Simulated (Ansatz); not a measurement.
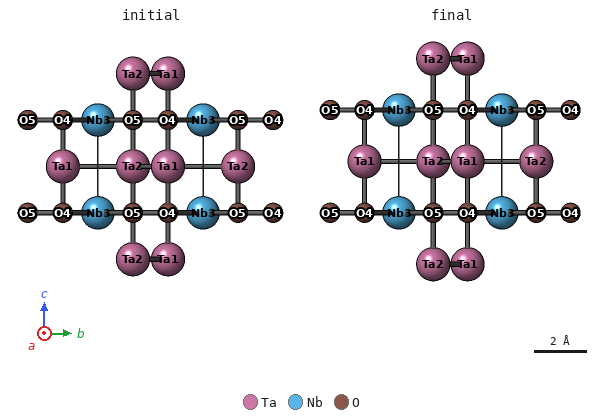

The structure of a crystal of Ta2NbO2 (a generated structure, set up in P6/mmm) (coarse preliminary run) before (left) and after (right) a relaxation, at one scale.

Style: ball-and-stick. Shown: the cell of the calculation, along the a axis.

Level of theory: DFT PBE, scalar-relativistic, plane waves, PAW in Ansatz.

The input:
```yaml
crystal:
  lattice:
    - [4.69210916, 0.0, 0.0]
    - [-2.34605458, 4.06348573, 0.0]
    - [0.0, 0.0, 3.58577359]
  atoms:
    - { symbol: Ta, position: [0.33333333, 0.66666667, 0.5] }
    - { symbol: Ta, position: [0.66666667, 0.33333333, 0.5] }
    - { symbol: Nb, position: [0.0, 0.0, 0.0] }
    - { symbol: O, position: [0.33333333, 0.66666667, 0.0] }
    - { symbol: O, position: [0.66666667, 0.33333333, 0.0] }
basis:
  ecutwfc: 420
kpoints:
  mp_grid: { grid: [6, 6, 6] }
hamiltonian:
  xc: pbe
scf:
  occupations: { method: gaussian, width: 0.1 }
  lower_state_search: "off"
output:
  forces: true
  stress: true
  eigenvalues: true
relax:
  adjacent_minimum: "off"
  f_tol: 0.04
  max_steps: 70
  cell: { stress_tol: 0.4 }
```

Command:
```bash
ansatz run input.yaml --threads 1 --pin off --max-ram 2560MiB --backend cpu --events-out ev --progress --plain --runs-dir out
```

### Describe what moved and what it gained.

The atoms keep their places relative to the cell (all moves are under 0.005 Å). The drawn cell changes as follows: a = b 4.692 → 4.596 Å (−2.1 %), c 3.586 → 3.971 Å (+10.8 %); the volume changes by +6.2 %. Among the contacts that change: Ta1–O4 1.793 → 1.986 Å, Ta1–Nb3 3.249 → 3.314 Å, Ta1–Ta2 2.709 → 2.653 Å, Nb3–O4 2.709 → 2.653 Å. The space group stays P6/mmm (No. 191). Over 5 accepted moves (7 points after the start) the energy falls by 457 meV per atom. All forces vanish by symmetry, so only the cell relaxes. Pressure: 43.78 GPa at the start and −0.02 GPa at the end. At 2 points the geometry stayed and the basis and grid were re-selected for the new cell (energy shift of 6.5 meV per atom at most each time).
